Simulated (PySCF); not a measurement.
# C3H5F3Si: NMR shifts at several levels of theory

Aim: compute the NMR shifts of C3H5F3Si (`FC(F)[C@@]1(F)C[SiH2]1`) at several levels, and see how far they spread and what each costs.

Programs: PySCF 2.14.0, with density-fitted response routines of our own. Each step states its level of theory. These are calculated values for one molecule in the gas phase, unless marked as measured. Atoms count from 0, in the outputs and in this text.

## 1. The starting structure

12 atoms, charge 0, multiplicity 1; geometry from: GFN2-xTB. The atoms were then displaced at random by about 0.01 Å, so the start is not that level's minimum.

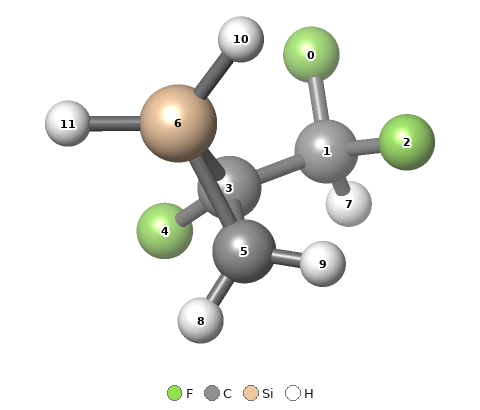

As it starts; fluorine green, carbon grey, silicon light orange, hydrogen white, atoms numbered.

## 2. Optimising the geometry at PBE0-D3(BJ)/def2-SVP

Job settings and geometry (Å):

```
{"job": {"xc": "PBE0", "basis": "def2-SVP", "d3": "d3bj", "grid": 1, "shake": 0.01, "kind": "geom"}, "charge": 0, "multiplicity": 1}
F     -1.834080    -1.543050     0.251610
C     -1.507620    -0.234320    -0.022610
F     -1.659450     0.426760     1.146350
C     -0.051790    -0.141890    -0.528520
F     -0.086410    -0.384950    -1.898190
C      0.759600     1.065470    -0.108020
Si     1.448490    -0.586620     0.532790
H     -2.223760     0.176660    -0.739450
H      1.241970     1.562080    -0.919250
H      0.275700     1.765200     0.563150
H      1.141590    -0.949730     1.912150
H      2.535450    -1.183890    -0.199040
```

Launch:

```console
$ OMP_NUM_THREADS=1 python probes_run.py task.json out
```

This one command runs all jobs of the session in turn.

Standard output:

```text
step   0  E = -705.34552229  max force = 0.025771
step   1  E = -705.34995746  max force = 0.011615
step   2  E = -705.35090171  max force = 0.002124
step   3  E = -705.35120617  max force = 0.002678
step   4  E = -705.35143730  max force = 0.003552
step   5  E = -705.35154293  max force = 0.001897
step   6  E = -705.35164017  max force = 0.001673
step   7  E = -705.35168108  max force = 0.001312
step   8  E = -705.35170238  max force = 0.000672
step   9  E = -705.35170583  max force = 0.000200
optimisation converged
```

Wall time 44 s (1 thread of Intel Xeon 6975P-C, shared host); peak memory 0.56 GiB.

The steps of the relaxation:

```tsv
step	energy from step 0 (eV)	largest force component (eV/Å)
0	0.0000	1.3252
1	-0.1207	0.5973
2	-0.1464	0.1092
3	-0.1547	0.1377
4	-0.1610	0.1827
5	-0.1638	0.0975
6	-0.1665	0.0860
7	-0.1676	0.0675
8	-0.1682	0.0346
9	-0.1683	0.0103
```

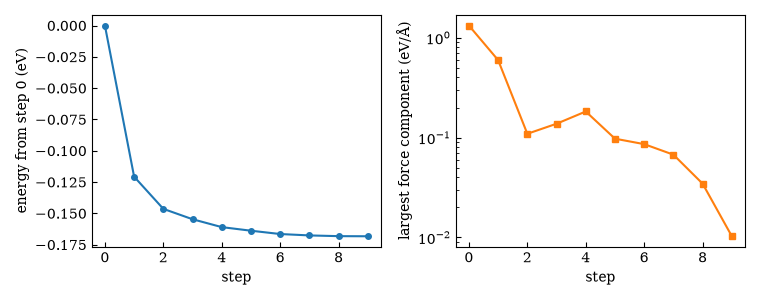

Energy and force, step by step.

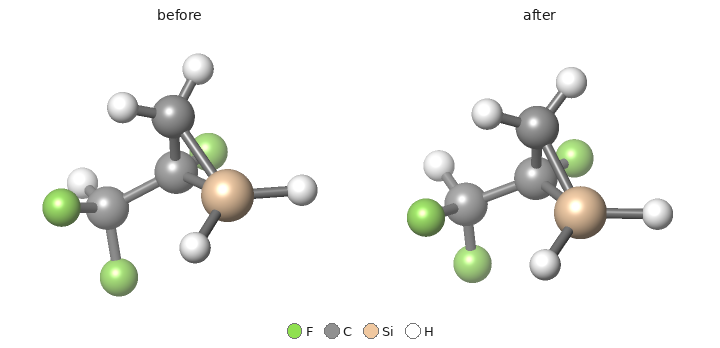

The geometry before (left) and after (right).

Distances of close pairs at the start and the end, largest changes first:

```tsv
bond	before (Å)	after (Å)	change (Å)
C1–C3	1.544	1.503	-0.041
Si6–H11	1.440	1.481	+0.041
F0–C1	1.376	1.345	-0.031
C5–Si6	1.901	1.870	-0.031
C5–H8	1.066	1.096	+0.029
C3–F4	1.392	1.367	-0.025
Si6–H10	1.459	1.481	+0.022
C1–H7	1.093	1.106	+0.013
```

The end geometry stands in the next job.

```tsv
at the end point	value
point group (found at 0.08 Å tolerance)	C1
rotational constants (GHz, main isotopes)	2.910, 1.841, 1.520
dipole moment (D)	1.83
```

## 3. Nuclear shieldings: PBE0/6-31G*

Job settings and geometry (Å):

```
{"job": {"kind": "nmr", "xc": "PBE0", "basis": "6-31G*", "pop": true}, "charge": 0, "multiplicity": 1}
F     -2.095508    -1.284889    -0.269727
C     -1.516597    -0.075370    -0.160270
F     -1.617042     0.325734     1.130739
C     -0.064693    -0.138961    -0.543466
F      0.047199    -0.414989    -1.877297
C      0.844598     0.973316    -0.041319
Si     1.271266    -0.708539     0.656658
H     -2.076418     0.634992    -0.796965
H      1.509377     1.375817    -0.814069
H      0.386115     1.742341     0.590072
H      0.920892    -1.045885     2.055003
H      2.433338    -1.409446     0.064315
```

With the program's defaults for keys left out, this is: GIAO PBE0/6-31G* NMR shielding, non-relativistic, gas phase.

Standard output:

```text
coarse grid: 11240 points
cycle   1  E = -705.6266549660  dE =  9.561e-01  |g| = 8.069e-01  |ddm| = 3.235e+00
cycle   2  E = -705.5202238713  dE =  1.064e-01  |g| = 1.153e+00  |ddm| = 1.293e+00
cycle   3  E = -705.7407482237  dE = -2.205e-01  |g| = 6.489e-02  |ddm| = 7.883e-01
cycle   4  E = -705.7413267418  dE = -5.785e-04  |g| = 4.279e-02  |ddm| = 1.047e-01
cycle   5  E = -705.7418166300  dE = -4.899e-04  |g| = 5.703e-03  |ddm| = 4.788e-02
cycle   6  E = -705.7418238005  dE = -7.171e-06  |g| = 1.922e-03  |ddm| = 7.314e-03
final grid: 107224 points
cycle   7  E = -705.7194041171  dE = -2.294e-05  |g| = 9.434e-03  |ddm| = 1.789e-02
cycle   8  E = -705.7193803943  dE =  2.372e-05  |g| = 1.460e-02  |ddm| = 1.813e-02
cycle   9  E = -705.7194218801  dE = -4.149e-05  |g| = 4.962e-04  |ddm| = 1.117e-02
cycle  10  E = -705.7194219281  dE = -4.795e-08  |g| = 2.460e-04  |ddm| = 6.825e-04
cycle  11  E = -705.7194219416  dE = -1.357e-08  |g| = 3.601e-05  |ddm| = 2.308e-04
cycle  12  E = -705.7194219419  dE = -2.913e-10  |g| = 9.965e-06  |ddm| = 5.003e-05
converged SCF energy = -705.7194219419

GIAO shielding tensors (ppm)
atom      isotropic    diamagn.    paramagn.     s11        s22        s33       span
  0 F      325.317     470.371    -145.054    247.255    350.773    377.924    130.669
  1 C       82.979     239.852    -156.873     65.127     88.168     95.641     30.514
  2 F      340.935     473.986    -133.051    250.308    364.164    408.334    158.026
  3 C      115.603     244.342    -128.739     66.453     94.008    186.348    119.896
  4 F      417.330     470.024     -52.694    379.495    416.767    455.728     76.232
  5 C      189.339     255.942     -66.603    161.976    194.328    211.714     49.738
  6 Si     515.126     883.370    -368.245    415.080    447.381    682.915    267.835
  7 H       25.705      26.657      -0.953     22.845     25.093     29.176      6.330
  8 H       31.011      29.712       1.300     26.763     27.083     39.188     12.425
  9 H       30.716      30.347       0.369     25.380     28.466     38.303     12.923
 10 H       28.681      29.909      -1.228     23.703     27.052     35.289     11.586
 11 H       28.635      29.610      -0.975     23.833     26.638     35.436     11.603
```

Wall time 8.1 s (1 thread of Intel Xeon 6975P-C, shared host); peak memory 0.64 GiB.

The references, computed at this level on geometries of the same kind, shield at (ppm): 1H TMS 31.96, 13C TMS 194.1, 29Si TMS 418.1, 19F CFCl3 198.9. Their shielding less the atom's gives the shift. The references are single molecules in the gas phase, so shifts against H2O, NH3, PH3, H3PO4 or CFCl3 are not on the usual liquid scales and can be off by tens of ppm.

```tsv
atoms	environment	σ (ppm)	δ (ppm)
C1	sp3 CH bonded to 2 F	83.0	111.2
C3	three-membered-ring carbon bearing a halogen	115.6	78.5
C5	three-membered-ring carbon	189.3	4.8
H7	hydrogen on an sp3 CH bonded to 2 F	25.70	6.26
H11	hydrogen on a silicon bonded to 2 C, in a 3-membered ring	28.64	3.33
H10	hydrogen on a silicon bonded to 2 C, in a 3-membered ring	28.68	3.28
H9	hydrogen on a three-membered-ring carbon	30.72	1.25
H8	hydrogen on a three-membered-ring carbon	31.01	0.95
F0	fluorine of a CF2 group	325.3	-126.4
F2	fluorine of a CF2 group	340.9	-142.0
F4	fluorine on an sp3 carbon	417.3	-218.4
Si6	silicon bonded to 2 C, 2 H, in a 3-membered ring	515.1	-97.0
```

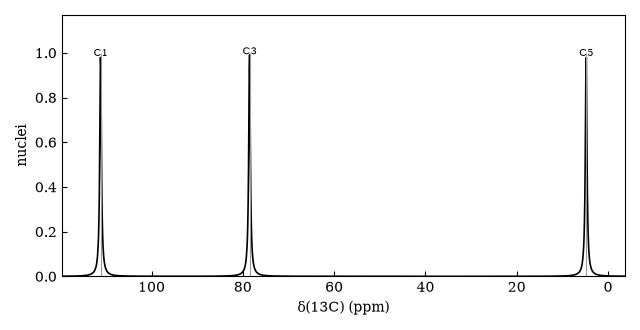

13C lines at the computed shifts, without couplings. Lines are broadened to a width of 0.43 ppm (Lorentzian).

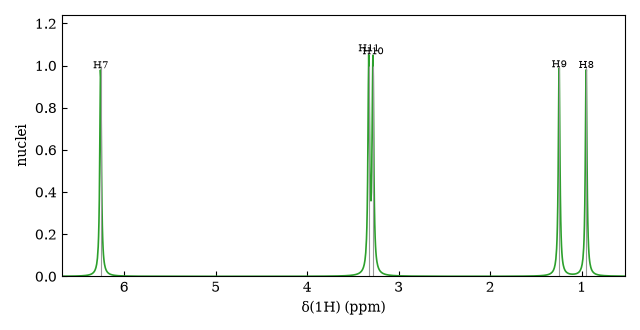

1H lines at the computed shifts, without couplings. Lines are broadened to a width of 0.02 ppm (Lorentzian).

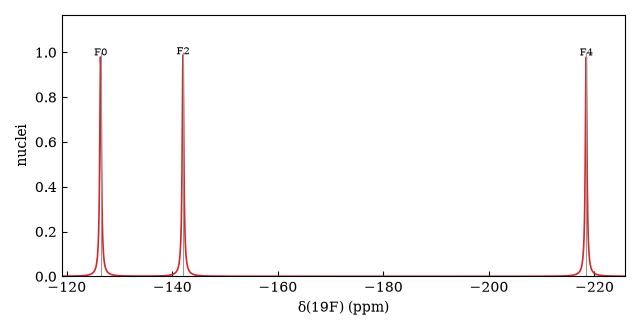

19F lines at the computed shifts, without couplings. Lines are broadened to a width of 0.37 ppm (Lorentzian).

Charges from the same density, by scheme (e):

```tsv
atoms	Mulliken	IAO	Hirshfeld	ESP fit
F0	-0.31	-0.29	-0.10	-0.16
C1	0.51	0.44	0.14	0.15
F2	-0.32	-0.30	-0.09	-0.14
C3	0.18	0.05	-0.01	0.13
F4	-0.33	-0.29	-0.10	-0.16
C5	-0.60	-0.54	-0.16	-0.52
Si6	0.32	0.61	0.26	0.13
```

Hirshfeld charges:

```tsv
atom	value (e)
F0	-0.10
C1	0.14
F2	-0.09
C3	-0.01
F4	-0.10
C5	-0.16
Si6	0.26
H7	0.05
H8	0.06
H9	0.05
H10	-0.05
H11	-0.05
```

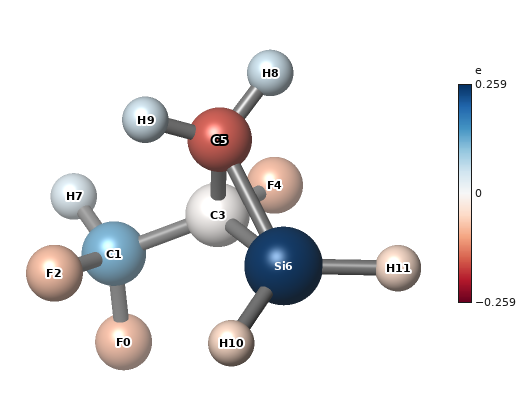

Hirshfeld charges, as colours on the atoms.

Mayer bond orders: F0–C1 0.94, C1–F2 0.90, C1–C3 0.94, C3–F4 0.86, C3–C5 0.87, C5–Si6 0.96, Si6–C3 0.90.

Ring of atoms C3, C5, Si6: NICS(0) -23.5, NICS(1) -7.7, NICS(1)zz -15.6 ppm (means of both faces; NICS(1) differs between them: -9.0 and -6.3). The ring holds saturated atoms, so no π current runs round it: these values come from its σ bonds, any local π bonds and neighbouring rings, and say nothing of aromaticity.

The two faces differ (NICS(1)zz -19.1 and -12.0 ppm, in the same order).

In rings of three or four atoms NICS is ruled by the nearby σ bonds, so it says little on aromaticity.

## 4. NMR shieldings: PBE0/6-311+G(2d,p)

Settings changed since step 3:

```diff
@@ -1,2 +1,2 @@
-{"job": {"kind": "nmr", "xc": "PBE0", "basis": "6-31G*", "pop": true}, "charge": 0, "multiplicity": 1}
+{"job": {"kind": "nmr", "xc": "PBE0", "basis": "6-311+G(2d,p)", "pop": true}, "charge": 0, "multiplicity": 1}
 F     -2.095508    -1.284889    -0.269727
```

Method: GIAO PBE0/6-311+G(2d,p) NMR shielding, non-relativistic, gas phase.

Standard output:

```text
coarse grid: 11240 points
cycle   1  E = -705.7721474211  dE =  9.536e-01  |g| = 7.949e-01  |ddm| = 3.063e+00
cycle   2  E = -705.6628167872  dE =  1.093e-01  |g| = 1.173e+00  |ddm| = 1.198e+00
cycle   3  E = -705.8750784087  dE = -2.123e-01  |g| = 7.169e-02  |ddm| = 7.076e-01
cycle   4  E = -705.8755540384  dE = -4.756e-04  |g| = 4.677e-02  |ddm| = 9.285e-02
cycle   5  E = -705.8760661426  dE = -5.121e-04  |g| = 8.209e-03  |ddm| = 4.581e-02
cycle   6  E = -705.8760798173  dE = -1.367e-05  |g| = 1.781e-03  |ddm| = 8.852e-03
cycle   7  E = -705.8760802361  dE = -4.188e-07  |g| = 6.601e-04  |ddm| = 1.782e-03
final grid: 107224 points
cycle   8  E = -705.8934359212  dE = -5.678e-05  |g| = 6.728e-03  |ddm| = 6.142e-02
cycle   9  E = -705.8934237450  dE =  1.218e-05  |g| = 1.024e-02  |ddm| = 1.366e-02
cycle  10  E = -705.8934461244  dE = -2.238e-05  |g| = 7.550e-04  |ddm| = 7.821e-03
cycle  11  E = -705.8934462049  dE = -8.054e-08  |g| = 3.153e-04  |ddm| = 8.192e-04
cycle  12  E = -705.8934462206  dE = -1.572e-08  |g| = 7.863e-05  |ddm| = 2.518e-04
cycle  13  E = -705.8934462216  dE = -1.039e-09  |g| = 2.903e-05  |ddm| = 9.109e-05
cycle  14  E = -705.8934462218  dE = -1.339e-10  |g| = 4.958e-06  |ddm| = 2.931e-05
converged SCF energy = -705.8934462218

GIAO shielding tensors (ppm)
atom      isotropic    diamagn.    paramagn.     s11        s22        s33       span
  0 F      306.100     461.390    -155.290    224.802    338.336    355.161    130.359
  1 C       70.053     244.986    -174.933     53.204     75.075     81.878     28.674
  2 F      322.189     467.031    -144.842    221.938    344.795    399.834    177.896
  3 C      103.149     244.128    -140.979     49.786     82.559    177.101    127.314
  4 F      404.536     479.842     -75.306    359.609    407.906    446.092     86.483
  5 C      182.625     245.167     -62.542    152.776    189.227    205.873     53.096
  6 Si     470.532     878.766    -408.234    364.610    398.948    648.039    283.430
  7 H       25.355      28.880      -3.525     22.678     25.020     28.367      5.689
  8 H       30.531      29.647       0.884     26.312     26.654     38.627     12.315
  9 H       30.246      29.843       0.403     25.066     28.082     37.590     12.524
 10 H       27.988      28.648      -0.660     22.995     26.498     34.470     11.475
 11 H       28.060      28.720      -0.660     23.430     25.986     34.763     11.333
```

Run time: 22 s. Hardware: 1 thread of Intel Xeon 6975P-C, shared host; peak memory 0.94 GiB.

Key values: δ C1 116.4, C3 83.3, C5 3.8, F0 -131.3, H7 6.15, H10 3.52 ppm.

## 5. Shielding tensors: PBE0/def2-SVP

Settings changed since step 4:

```diff
@@ -1,2 +1,2 @@
-{"job": {"kind": "nmr", "xc": "PBE0", "basis": "6-311+G(2d,p)", "pop": true}, "charge": 0, "multiplicity": 1}
+{"job": {"kind": "nmr", "xc": "PBE0", "basis": "def2-SVP", "pop": true}, "charge": 0, "multiplicity": 1}
 F     -2.095508    -1.284889    -0.269727
```

Method: GIAO PBE0/def2-SVP NMR shielding, non-relativistic, gas phase.

Standard output:

```text
coarse grid: 11240 points
cycle   1  E = -705.1395993994  dE =  9.057e-01  |g| = 7.970e-01  |ddm| = 3.611e+00
cycle   2  E = -705.0349636660  dE =  1.046e-01  |g| = 1.133e+00  |ddm| = 1.577e+00
cycle   3  E = -705.2508192762  dE = -2.159e-01  |g| = 6.489e-02  |ddm| = 9.517e-01
cycle   4  E = -705.2513221985  dE = -5.029e-04  |g| = 4.356e-02  |ddm| = 1.087e-01
cycle   5  E = -705.2518331093  dE = -5.109e-04  |g| = 5.289e-03  |ddm| = 5.157e-02
cycle   6  E = -705.2518390594  dE = -5.950e-06  |g| = 1.685e-03  |ddm| = 6.895e-03
final grid: 107224 points
cycle   7  E = -705.3433299153  dE = -2.420e-05  |g| = 7.890e-03  |ddm| = 2.081e-02
cycle   8  E = -705.3433137828  dE =  1.613e-05  |g| = 1.206e-02  |ddm| = 1.728e-02
cycle   9  E = -705.3433426610  dE = -2.888e-05  |g| = 4.927e-04  |ddm| = 1.068e-02
cycle  10  E = -705.3433427119  dE = -5.088e-08  |g| = 2.062e-04  |ddm| = 7.057e-04
cycle  11  E = -705.3433427213  dE = -9.363e-09  |g| = 4.328e-05  |ddm| = 2.331e-04
cycle  12  E = -705.3433427217  dE = -4.231e-10  |g| = 1.101e-05  |ddm| = 6.584e-05
converged SCF energy = -705.3433427217

GIAO shielding tensors (ppm)
atom      isotropic    diamagn.    paramagn.     s11        s22        s33       span
  0 F      327.714     468.718    -141.005    250.483    347.158    385.500    135.017
  1 C       80.543     241.616    -161.073     61.766     86.454     93.408     31.643
  2 F      340.459     474.673    -134.214    251.995    357.345    412.036    160.042
  3 C      113.331     250.684    -137.353     62.326     91.356    186.311    123.985
  4 F      422.374     468.842     -46.467    387.991    417.527    461.604     73.613
  5 C      189.975     252.402     -62.426    161.706    195.911    212.310     50.604
  6 Si     525.370     882.280    -356.910    425.808    468.253    682.050    256.242
  7 H       25.484      27.925      -2.441     22.749     24.920     28.783      6.034
  8 H       30.526      29.963       0.563     26.071     26.558     38.949     12.878
  9 H       30.257      30.999      -0.742     24.807     27.955     38.010     13.203
 10 H       28.102      29.900      -1.798     23.049     26.480     34.777     11.728
 11 H       28.114      29.710      -1.596     23.304     25.985     35.052     11.747
```

It took 9 s on 1 thread of Intel Xeon 6975P-C, shared host; peak memory 0.68 GiB.

Key values: δ C1 113.2, C3 80.4, C5 3.7, F0 -113.1, H7 5.86, H10 3.24 ppm.

## 6. Nuclear shieldings: PBE0/def2-TZVP

Settings changed since step 5:

```diff
@@ -1,2 +1,2 @@
-{"job": {"kind": "nmr", "xc": "PBE0", "basis": "def2-SVP", "pop": true}, "charge": 0, "multiplicity": 1}
+{"job": {"kind": "nmr", "xc": "PBE0", "basis": "def2-TZVP", "pop": true}, "charge": 0, "multiplicity": 1}
 F     -2.095508    -1.284889    -0.269727
```

Method: GIAO PBE0/def2-TZVP NMR shielding, non-relativistic, gas phase.

Standard output:

```text
coarse grid: 11240 points
cycle   1  E = -705.8269577285  dE =  9.472e-01  |g| = 8.011e-01  |ddm| = 2.765e+00
cycle   2  E = -705.7175419183  dE =  1.094e-01  |g| = 1.182e+00  |ddm| = 1.191e+00
cycle   3  E = -705.9311053863  dE = -2.136e-01  |g| = 6.885e-02  |ddm| = 7.370e-01
cycle   4  E = -705.9315233746  dE = -4.180e-04  |g| = 4.815e-02  |ddm| = 8.378e-02
cycle   5  E = -705.9320758666  dE = -5.525e-04  |g| = 7.770e-03  |ddm| = 4.059e-02
cycle   6  E = -705.9320882055  dE = -1.234e-05  |g| = 1.772e-03  |ddm| = 6.925e-03
cycle   7  E = -705.9320886545  dE = -4.489e-07  |g| = 6.436e-04  |ddm| = 1.883e-03
final grid: 107224 points
cycle   8  E = -705.9365646958  dE = -7.720e-05  |g| = 7.092e-03  |ddm| = 5.016e-02
cycle   9  E = -705.9365514906  dE =  1.321e-05  |g| = 1.065e-02  |ddm| = 1.239e-02
cycle  10  E = -705.9365756392  dE = -2.415e-05  |g| = 8.224e-04  |ddm| = 7.358e-03
cycle  11  E = -705.9365757346  dE = -9.536e-08  |g| = 3.254e-04  |ddm| = 9.084e-04
cycle  12  E = -705.9365757514  dE = -1.678e-08  |g| = 8.397e-05  |ddm| = 2.779e-04
cycle  13  E = -705.9365757526  dE = -1.185e-09  |g| = 2.976e-05  |ddm| = 8.296e-05
cycle  14  E = -705.9365757527  dE = -1.419e-10  |g| = 4.670e-06  |ddm| = 2.521e-05
converged SCF energy = -705.9365757527

GIAO shielding tensors (ppm)
atom      isotropic    diamagn.    paramagn.     s11        s22        s33       span
  0 F      306.225     465.246    -159.021    222.700    340.329    355.645    132.946
  1 C       67.165     240.478    -173.313     49.520     72.363     79.612     30.092
  2 F      321.353     470.417    -149.065    222.223    343.543    398.292    176.069
  3 C      102.002     239.869    -137.867     48.227     81.134    176.645    128.417
  4 F      404.031     467.845     -63.814    360.295    409.693    442.104     81.809
  5 C      183.113     251.987     -68.874    153.113    189.717    206.509     53.396
  6 Si     461.323     879.393    -418.070    354.503    387.023    642.443    287.939
  7 H       25.396      28.323      -2.927     22.759     25.164     28.265      5.506
  8 H       30.530      30.144       0.386     26.389     26.587     38.615     12.226
  9 H       30.187      30.438      -0.252     24.997     28.021     37.542     12.545
 10 H       27.961      29.427      -1.466     22.975     26.486     34.422     11.447
 11 H       28.029      29.402      -1.373     23.410     25.994     34.684     11.274
```

Wall time 28 s (1 thread of Intel Xeon 6975P-C, shared host); peak memory 1 GiB.

This run: δ C1 119.5, C3 84.7, C5 3.5, F0 -127.4, H7 6.08, H10 3.52 ppm.

## 7. Nuclear shieldings: PBE0/cc-pVDZ

Settings changed since step 6:

```diff
@@ -1,2 +1,2 @@
-{"job": {"kind": "nmr", "xc": "PBE0", "basis": "def2-TZVP", "pop": true}, "charge": 0, "multiplicity": 1}
+{"job": {"kind": "nmr", "xc": "PBE0", "basis": "cc-pVDZ", "pop": true}, "charge": 0, "multiplicity": 1}
 F     -2.095508    -1.284889    -0.269727
```

With the program's defaults for keys left out, this is: GIAO PBE0/cc-pVDZ NMR shielding, non-relativistic, gas phase.

Standard output:

```text
coarse grid: 11240 points
cycle   1  E = -705.6437660927  dE =  9.935e-01  |g| = 7.991e-01  |ddm| = 6.111e+00
cycle   2  E = -705.5366598753  dE =  1.071e-01  |g| = 1.143e+00  |ddm| = 2.413e+00
cycle   3  E = -705.7543657235  dE = -2.177e-01  |g| = 6.771e-02  |ddm| = 1.400e+00
cycle   4  E = -705.7549421548  dE = -5.764e-04  |g| = 4.517e-02  |ddm| = 1.699e-01
cycle   5  E = -705.7554895642  dE = -5.474e-04  |g| = 5.455e-03  |ddm| = 8.026e-02
cycle   6  E = -705.7554959538  dE = -6.390e-06  |g| = 1.943e-03  |ddm| = 1.063e-02
final grid: 107224 points
cycle   7  E = -705.7659333602  dE = -2.646e-05  |g| = 8.555e-03  |ddm| = 4.701e-02
cycle   8  E = -705.7659132612  dE =  2.010e-05  |g| = 1.327e-02  |ddm| = 2.884e-02
cycle   9  E = -705.7659485066  dE = -3.525e-05  |g| = 5.419e-04  |ddm| = 1.721e-02
cycle  10  E = -705.7659485676  dE = -6.096e-08  |g| = 2.501e-04  |ddm| = 1.365e-03
cycle  11  E = -705.7659485815  dE = -1.394e-08  |g| = 4.765e-05  |ddm| = 4.457e-04
cycle  12  E = -705.7659485820  dE = -5.311e-10  |g| = 1.174e-05  |ddm| = 1.073e-04
converged SCF energy = -705.7659485820

GIAO shielding tensors (ppm)
atom      isotropic    diamagn.    paramagn.     s11        s22        s33       span
  0 F      322.860     469.415    -146.555    245.199    347.377    376.003    130.803
  1 C       83.887     244.537    -160.650     64.679     89.725     97.258     32.579
  2 F      337.176     474.025    -136.849    248.429    355.644    407.456    159.027
  3 C      114.222     246.476    -132.253     63.716     92.763    186.188    122.473
  4 F      412.282     471.605     -59.322    372.702    415.253    448.892     76.191
  5 C      191.790     251.258     -59.468    163.627    197.779    213.965     50.338
  6 Si     534.275     884.566    -350.291    437.274    477.399    688.153    250.879
  7 H       25.263      28.310      -3.048     22.435     24.719     28.635      6.200
  8 H       30.454      29.751       0.703     26.128     26.500     38.733     12.605
  9 H       30.158      30.868      -0.710     24.826     27.911     37.737     12.911
 10 H       28.179      30.066      -1.887     22.964     26.518     35.054     12.090
 11 H       28.198      29.777      -1.579     23.241     26.036     35.317     12.076
```

It took 9.4 s on 1 thread of Intel Xeon 6975P-C, shared host; peak memory 0.72 GiB.

This run: δ C1 112.9, C3 82.5, C5 5.0, F0 -121.9, H7 6.03, H10 3.11 ppm.

[end of part 1 of 2]
